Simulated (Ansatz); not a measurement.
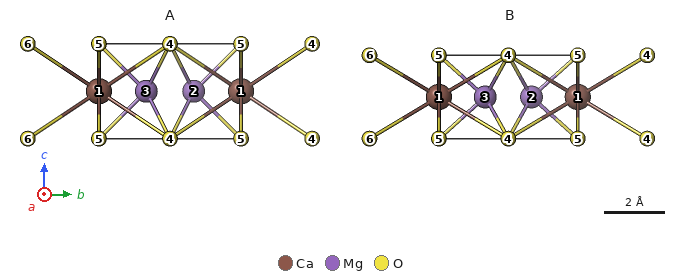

Two geometries of a crystal of CaMg2O3 (a generated structure, set up in P6/mmm) (coarse preliminary run), drawn at one scale. One is the start of a relaxation, the other its converged end. Style: ball-and-stick. Shown: the cell of the calculation, along the a axis.

Computed with DFT PBE, scalar-relativistic, plane waves, PAW in Ansatz. Settings: plane-wave cutoff 420 eV; k-point mesh 6 × 6 × 6; occupations gaussian; smearing width 0.1 eV; no spin polarisation; cell and atoms relaxed; force threshold 0.04 eV/Å; at most 70 steps.

Q: Which one is relaxed?

A: Structure B is the relaxed one. The atoms keep their places relative to the cell (all moves are under 0.005 Å). The volume changes by −16.1 %, with a = b 5.528 → 5.401 Å (−2.3 %), c 3.190 → 2.804 Å (−12.1 %). Near-neighbour distances that change, for instance: Ca1–Ca1 3.190 → 2.804 Å, Mg2–Mg2 3.190 → 2.804 Å, Mg2–O4 2.256 → 2.097 Å, Ca1–O4 3.191 → 3.043 Å. Among the angles between lasting bonds that change: Mg2–O6–Mg3 90.0° → 96.1°, Mg2–O6–Mg2 90.0° → 83.9°, O4–Mg2–O4 90.0° → 83.9°. The space group stays P6/mmm (No. 191). The energy falls by 1.355 eV per cell of the calculation in 5 accepted moves (7 points after the start). All forces vanish by symmetry, so only the cell relaxes. The pressure goes from −13.35 to −0.01 GPa. The SCF was repeated twice at an unchanged geometry on a basis and grid sized afresh for the cell, which shifted the energy by 13.7 meV per cell of the calculation at most. Cost: 62 s on 1 thread of Arm Neoverse N1, with other jobs on the host, peak memory 0.37 GiB.
